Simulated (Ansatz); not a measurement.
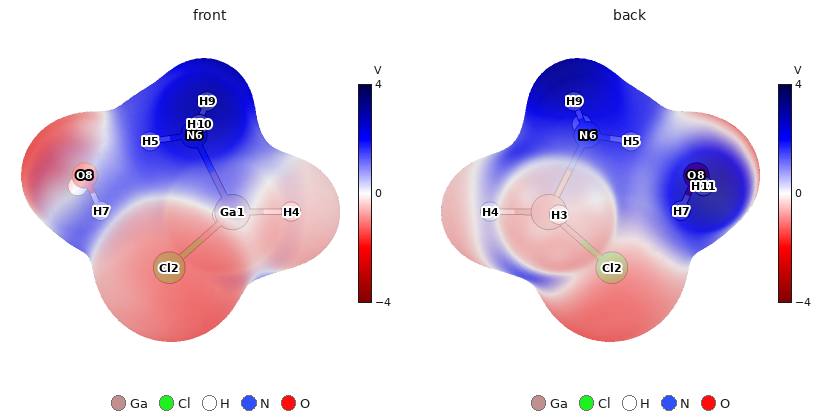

ClGaH5N···H2O. The electrostatic potential painted on the density surface at 0.004 e/bohr³, seen from the front and from behind; red is negative and blue positive.

The calculation used RKS PBE/def2-SVP in Ansatz 0.2.0.

```xyz
11

Ga   -1.2358   -0.6338   -0.7207
Cl   -1.0212    1.5557   -1.2848
H    -0.2933   -1.5377   -1.6114
H    -2.7130   -0.9570   -0.2748
H     0.7282    0.0535    0.8209
N    -0.1323   -0.5122    1.0651
H     1.0310    1.5632   -0.5032
O     1.8019    1.1703   -0.0143
H     0.1636   -1.4236    1.4389
H    -0.6388   -0.0173    1.8117
H     2.3097    0.7389   -0.7275
```

**Describe the electrostatic potential map.**

The most negative region (about −1.4 V) lies over O8, the most positive (about +3.1 V) over H9 and H11. O8 is the likeliest acceptor of a hydrogen bond.
